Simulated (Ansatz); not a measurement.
**CHAlFSi (charge +1): density, localisation and related maps**

```csv
atom,x (Å),y (Å),z (Å)
C,0.0000,0.0000,-0.0999
Al,0.0000,0.0000,1.6847
F,0.0000,0.0000,3.3081
Si,0.0000,0.0000,-1.7101
H,0.0000,0.0000,-3.1828
```

Geometry: PBE0-D3(BJ)/def2-SVP.

The calculation used isolated molecule in a Gaussian basis; Kohn-Sham density functional theory, functional PBE0 (Ansatz).

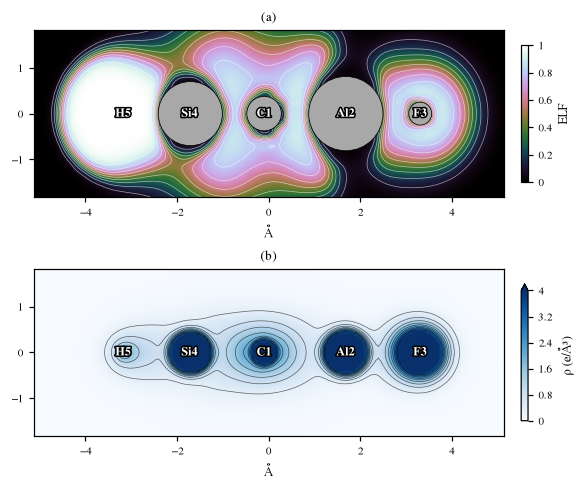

Figure 1. (a) ELF; (b) electron density on a plane that holds the molecular axis. Grey discs cover the atomic cores in the ELF map.

> Read the bonding off the picture.

The section cuts through C, Al, F, Si and H sites. C–Si (1.61 Å): the density is about 1.2 e/Å³ at the midpoint; the ELF peaks at about 0.80 between the atoms (localised, covalent bonding). Al–F (1.62 Å): the density is about 1 e/Å³ at the midpoint; the ELF peaks at about 0.85 in the valence shell of F, 0.5 Å from its nucleus, and is about 0.35 at the midpoint. C–Al (1.78 Å): ρ is about 0.84 e/Å³ halfway; the ELF peaks at about 0.85 in the valence shell of C, 0.6 Å from its nucleus, and is about 0.60 at the midpoint. Si–H (1.47 Å): the density is about 0.85 e/Å³ at the midpoint; the ELF climbs to about 1 towards the hydrogen, as it does in any bond to H. The ELF also peaks beside F3, away from the bonds: lone-pair regions.

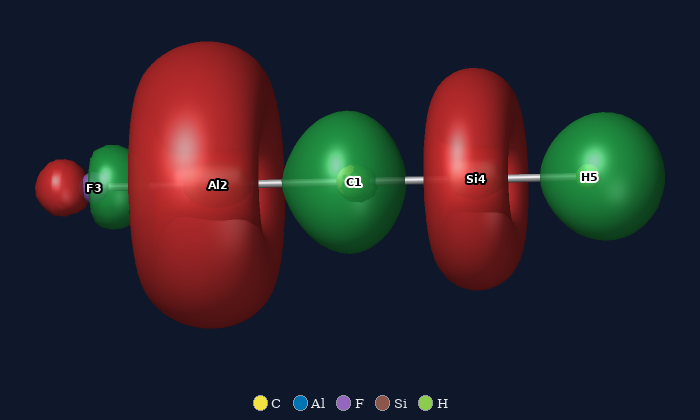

Figure 2. One frontier orbital at ±0.1 Å⁻³ᐟ² (green and red are the two phases), seen from one side.

> Which orbital is it: HOMO or LUMO?

The LUMO, at −7.44 eV. By Hirshfeld shares it lies mainly on Al2 (about 50 %), Si4 (about 20 %), C1 (about 10 %), H5 (about 10 %) and F3 (about 5 %); it is of σ type.

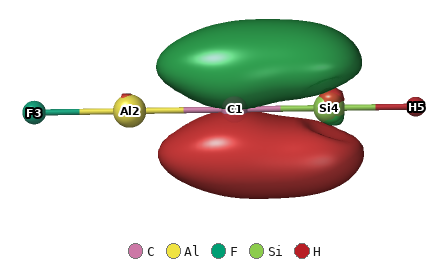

Figure 3. The HOMO at ±0.15 Å⁻³ᐟ² (green and red are the two phases), seen from one side.

> What is the character of this orbital?

Its weight (Hirshfeld) is mainly on C1 (about 50 %), Si4 (about 35 %) and Al2 (about 15 %); π-bonding across C1–Si4. It is one of a degenerate set, so its orientation is arbitrary. Its energy is −12.53 eV.
